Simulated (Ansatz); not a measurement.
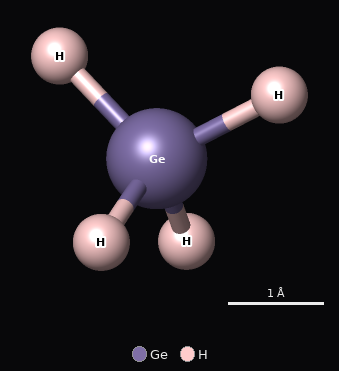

*The structure as given in the input (ball-and-stick view, seen at a tilt). Sticks mark near contacts.*

Bond lengths as drawn: Ge–H 1.54 Å.

## Run report: GeH4, frequency calculation

System: GeH4, SMILES [GeH4].
Method: HF/6-31G*, RHF (Ansatz 0.2.0).

The geometry was optimised with HF/6-31G*. Figures and captions count atoms from 1; the log counts them from 0 in places.

### The input
```yaml
crystal:
  periodic: [false, false, false]
  atoms:
    - {symbol: Ge, position_ang: [0.000041, 0.000066, 0.000002]}
    - {symbol: H, position_ang: [1.150297, -0.757636, 0.681856]}
    - {symbol: H, position_ang: [-1.241144, -0.030019, 0.905904]}
    - {symbol: H, position_ang: [-0.329788, -0.670282, -1.343115]}
    - {symbol: H, position_ang: [0.420594, 1.457970, -0.244548]}
basis:
  gaussian: {orbitals: "6-31G*"}
magnetization: {spin_polarized: false}
hamiltonian: {xc: hf}
phonons: {temperatures: {t_min: 298.15, t_max: 298.15, t_step: 1}}
```

Launch command:
```bash
ansatz run input.yaml --threads 1 --pin off --max-ram 3480MiB --events-out events.jsonl --progress --plain --runs-dir runs
```

### Log
```
Functional definition: HF
  name "HF"
  exchange = exact_x
  correlation = 0
489 factors; integrals over basis functions are off by at most 3.5e-4 eV
mean field evaluation 1: about -56527.9838 eV, gradient 8.8e0 eV
mean field evaluation 2: about -56527.9991 eV, gradient 8.9e0 eV
mean field evaluation 4: about -56528.3976 eV, gradient 1.6e0 eV
mean field evaluation 8: about -56528.4005 eV, gradient 5.7e-5 eV
mean field -56528.40053224 eV, -2077.3804032337 hartree, gradient 2.1e-5 eV, S^2 0.000000; 0 other end points of the search recorded, 0 dependent functions left out
the calculation of the forces begins
reference -56528.40053224 eV, -2077.3804032337 hartree; 18, 18 occupied and 25, 25 virtual orbitals, 489 factors
these checks for a lower state are left out or cut short: stability, starts, cluster_reference, orbital_swaps, neighbouring_geometries, increment
489 factors; integrals over basis functions are off by at most 3.5e-4 eV
mean field evaluation 16: about -56528.4004 eV, gradient 7.1e-7 eV
mean field -56528.40044001 eV, -2077.3803998443 hartree, gradient 6.9e-7 eV, S^2 0.000000; 0 other end points of the search recorded, 0 dependent functions left out
[... from here on the field's lines of each further geometry are left out, up to the last ...]
the calculation of the forces begins
reference -56528.40052465 eV, -2077.3804029547 hartree; 18, 18 occupied and 25, 25 virtual orbitals, 489 factors
these checks for a lower state are left out or cut short: stability, starts, cluster_reference, orbital_swaps, neighbouring_geometries, increment
489 factors; integrals over basis functions are off by at most 3.5e-4 eV
mean field -56528.40052463 eV, -2077.3804029539 hartree, gradient 1.7e-6 eV, S^2 0.000000; 0 other end points of the search recorded, 0 dependent functions left out
the calculation of the forces begins
reference -56528.40052463 eV, -2077.3804029539 hartree; 18, 18 occupied and 25, 25 virtual orbitals, 489 factors
Total energy: -56528.40053224 eV, -2077.3804032337 hartree
Atom 0 at     0.000041     0.000066     0.000002 Å, force    -0.000363    -0.000412     0.000169 eV/Å
Atom 1 at     1.150297    -0.757636     0.681856 Å, force     0.000223     0.000356    -0.000098 eV/Å
Atom 2 at    -1.241144    -0.030019     0.905904 Å, force    -0.000132     0.000205     0.000121 eV/Å
Atom 3 at    -0.329788    -0.670282    -1.343115 Å, force     0.000151     0.000241    -0.000193 eV/Å
Atom 4 at     0.420594     1.457970    -0.244548 Å, force     0.000122    -0.000391     0.000000 eV/Å
Dipole moment:     0.000047     0.000053    -0.000021 e Å
Vibrations: 904.07 904.08 904.11 992.07 992.09 2234.54 2234.56 2234.58 2247.84 cm⁻¹, zero-point energy 0.846064 eV
```

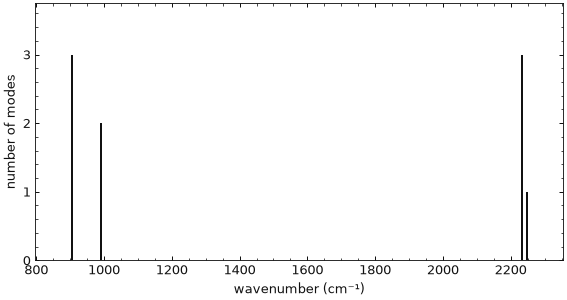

*Harmonic vibrational wavenumbers from the force constants; neighbouring modes closer than 6 cm⁻¹ are counted in one stick.*

9 modes from 904 to 2248 cm⁻¹, none imaginary.

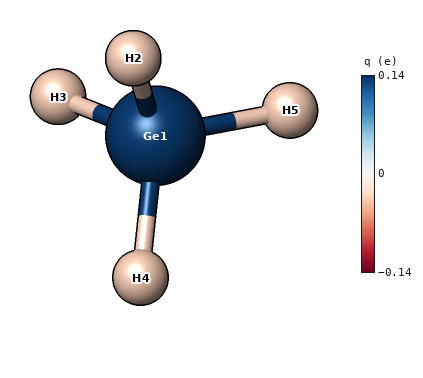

*Mulliken charges, as the colour of each atom (ball-and-stick view, seen at a tilt; atoms are numbered from 1 in the order of the input).*

By element: Ge +0.13 and H −0.03 e.

### Summary

| quantity | value |
| --- | --- |
| outcome | converged |
| total energy | −2077.380403 hartree |
| basis functions | 43 |
| largest force | 0.001 eV/Å |
| zero-point energy | 0.031092 hartree |
| dipole moment | 0.00 D |
| wavenumbers, lowest and highest | 904 and 2248 cm⁻¹ |
| hardware | 1 thread of Arm Neoverse V2, 24 GiB of memory available, shared host |
| wall time | 12 s |
| peak memory | 0.082 GiB |
